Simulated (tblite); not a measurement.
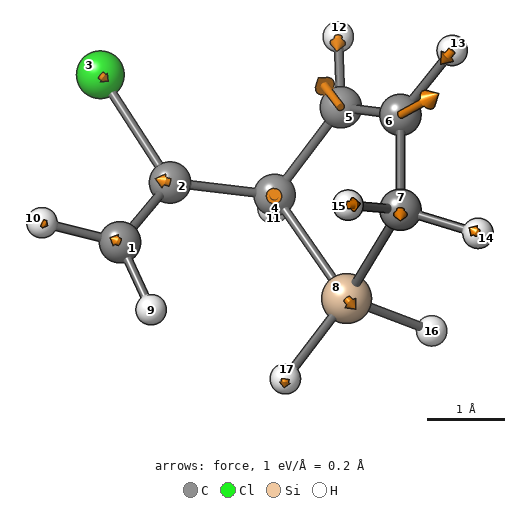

Starting geometry of C$_{6}$H$_{9}$ClSi with the computed forces as orange arrows. A ball-and-stick model, seen at a tilt.

All numbers below come from GFN2-xTB geometry optimisation, gas phase in tblite 0.8.0. 

> What follows when this structure is relaxed?

It isn't relaxed: the largest force vector, on C5, is 4.10 eV/Å. The final displacements have little in common with the starting forces (cosine between the two patterns 0.10). The energy falls by 0.593 eV in 155 geometry steps. Cl3 moves most after the best rigid fit: 2.93 Å. Largest moves by element: Cl 2.93 Å, H 2.52 Å, C 0.98 Å, Si 0.19 Å. Some distances before and after: C4–Si8 1.867 → 1.930 Å, C2–Cl3 1.795 → 1.742 Å, C5–H12 1.128 → 1.080 Å, C5–C6 1.278 → 1.321 Å. Among the angles between lasting bonds that change: C7–Si8–H16 106.8° → 113.6°, C6–C7–Si8 98.6° → 104.8°, H14–C7–H15 111.7° → 106.0°. Groups turn about C2–C4 by about 105°, C4–Si8 by about 30°, C7–Si8 by about 30°. Cost: 1.2 s on 1 thread of Intel(R) Xeon(R) 6975P-C, on a shared host.
